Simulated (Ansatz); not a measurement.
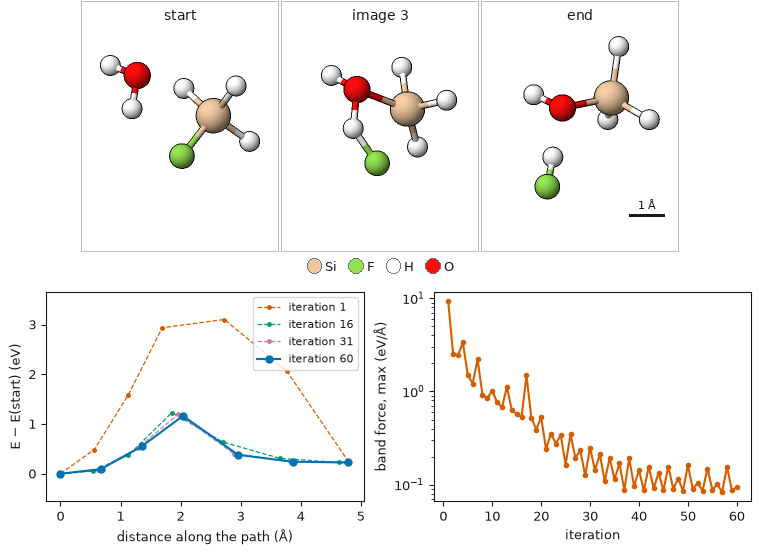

A search for the minimum-energy path of SiH5OF, made up of SiH3F and H$_{2}$O by the nudged elastic band. Images are numbered from 0 (start) to 6 (end). The plot follows the band through its iterations. Style: ball-and-stick. Shown from a free direction.

The calculation used RKS PBE-D4/def2-mTZVP (Ansatz 0.2.0). Settings: 5 movable images; climbing image; force threshold 0.03 eV/Å; iteration limit 60; optimiser L-BFGS; starting path through a guess of the saddle point.

### Judge this run.

The result isn't final. The band hadn't converged when the run stopped after 60 iterations. The largest component of the band force went from 9.3 to 0.094 eV/Å. The barrier read from it is provisional, though the highest image hardly moved in the last two iterations. The first iteration put the highest image at 3.10 eV. The highest point, image 3, lies 1.16 eV above the start and 0.94 eV above the end; the end is at +0.23 eV relative to the start.

Limits of the set-up: the start holds two separate molecules, 2.2 Å apart at their closest, whose relative position is a soft coordinate.

Cost: 8.6 min on 1 thread of Arm Neoverse V1 (shared host), peak memory 0.1 GiB.
